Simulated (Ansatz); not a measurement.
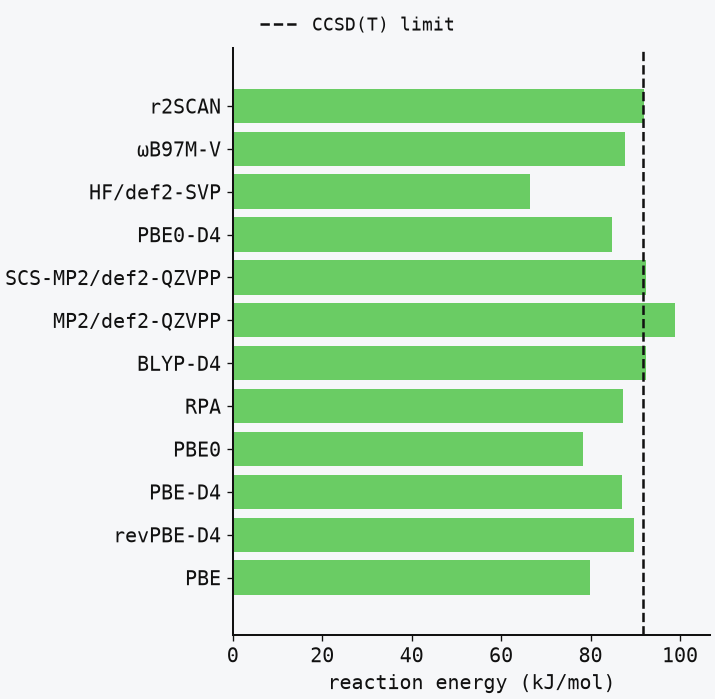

Electronic reaction energy of AlSiNH₅Cl ([SiH3][NH][AlH][Cl]) + H₂ ([H][H]) → AlH₂Cl ([AlH2][Cl]) + SiNH₅ (N[SiH3]) (SMILES in brackets) at several levels (functionals in def2-TZVPP unless a basis is named), isolated molecules at PBE0-D4 triple-zeta geometries, minima by their frequencies, no zero-point or thermal terms, the Ansatz code. The line is frozen-core CCSD(T) at the basis limit (MP2 extrapolated from triple and quadruple zeta, plus CCSD(T) less MP2 in a smaller set). RPA holds a correlation term that converges slowly with the basis, so part of the distance to the limit is basis error. No dispersion term is added to r2SCAN, PBE0 and PBE. The distance of HF/def2-SVP, SCS-MP2/def2-QZVPP and MP2/def2-QZVPP to the limit includes basis error.

> Which level comes closest to the line (CCSD(T) limit), and which misses most?

Closest r2SCAN (92.0 kJ/mol), against 91.6 kJ/mol; farthest HF/def2-SVP (66.5 kJ/mol).

> What do zero-point energy and temperature add?

Zero-point change 12.5 kJ/mol; at 298.15 K and 1 bar the CCSD(T) limit plus thermal terms gives an enthalpy of reaction of 100.1 and a free energy of 89.7 kJ/mol (harmonic PBE0-D4 modes, ideal gas).

Caveats: one conformer of each flexible molecule.
